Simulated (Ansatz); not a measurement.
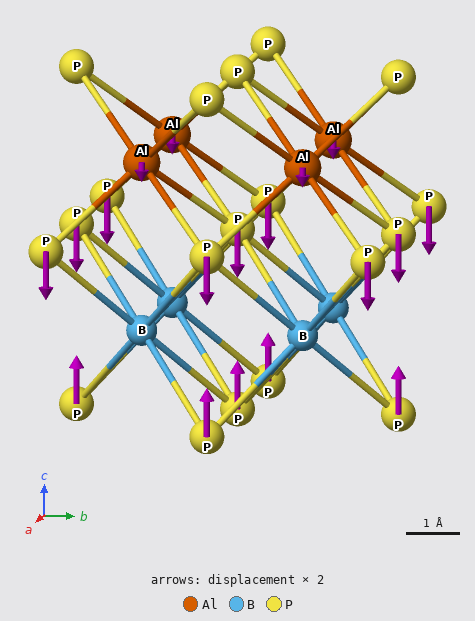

A relaxation of crystalline Al2BP3 (a generated structure, set up in P4/mmm) (coarse preliminary run). The starting structure is drawn; purple arrows show the displacements (the part carried along by the change of the cell is left out), magnified 2 times.

A ball-and-stick model of the atoms within 5.0 Å of the atom that moves most (axes of the cell of the calculation), seen slightly off an axis.

Level of theory: DFT PBE, scalar-relativistic, plane waves, PAW (Ansatz 0.2.0).

Input
```yaml
crystal:
  lattice:
    - [3.11516943, 0.0, 0.0]
    - [0.0, 3.11516943, 0.0]
    - [0.0, 0.0, 9.54809583]
  atoms:
    - { symbol: Al, position: [0.0, 0.0, 0.3392778] }
    - { symbol: Al, position: [0.0, 0.0, 0.6607222] }
    - { symbol: B, position: [0.0, 0.0, 0.0] }
    - { symbol: P, position: [0.5, 0.5, 0.1817286] }
    - { symbol: P, position: [0.5, 0.5, 0.5] }
    - { symbol: P, position: [0.5, 0.5, 0.8182714] }
basis:
  ecutwfc: 420
kpoints:
  mp_grid: { grid: [6, 6, 2] }
hamiltonian:
  xc: pbe
scf:
  occupations: { method: gaussian, width: 0.1 }
  lower_state_search: "off"
output:
  forces: true
  stress: true
  eigenvalues: true
relax:
  adjacent_minimum: "off"
  f_tol: 0.04
  max_steps: 70
  cell: { stress_tol: 0.4 }
```

Launched with:
```bash
ansatz run input.yaml --threads 1 --pin off --max-ram 2560MiB --backend cpu --events-out ev --progress --plain --runs-dir out
```

Q: Which element moves most?

A: Phosphorus: up to 0.47 Å, against 0.19 Å for aluminium.

Q: What did the optimiser do to the structure, and how much energy did it gain?

A: The largest moves relative to the cell, 0.47 Å, are those of P4 and P6. P4 goes along −c. Largest moves by element: P 0.47 Å, Al 0.19 Å. B stays in place. Cell: a = b 3.115 → 3.013 Å (−3.3 %), c 9.548 → 8.783 Å (−8.0 %). Volume −13.9 %. Some distances before and after: P4–P6 3.470 → 2.253 Å, B3–P4 2.804 → 2.410 Å, Al1–P4 2.667 → 2.703 Å, Al1–P5 2.685 → 2.666 Å. Among the angles between lasting bonds that change: Al1–P4–Al1 111.3° → 104.0°, Al1–P4–Al1 71.5° → 67.7°. The space group stays P4/mmm (No. 123). After 7 accepted moves (8 points after the start) the energy has fallen by 231 meV per atom. The largest force component goes from 0.8 to 0.036 eV/Å. Pressure: −7.19 GPa at the start and 0.00 GPa at the end. At 1 point the geometry stayed and the basis and grid were re-selected for the new cell (energy shift of 0.4 meV per atom at most each time). The run took 58 s on 1 thread of Intel(R) Xeon(R) Processor @ 2.50GHz (Skylake/Cascade Lake) (shared host), peak memory 0.37 GiB.
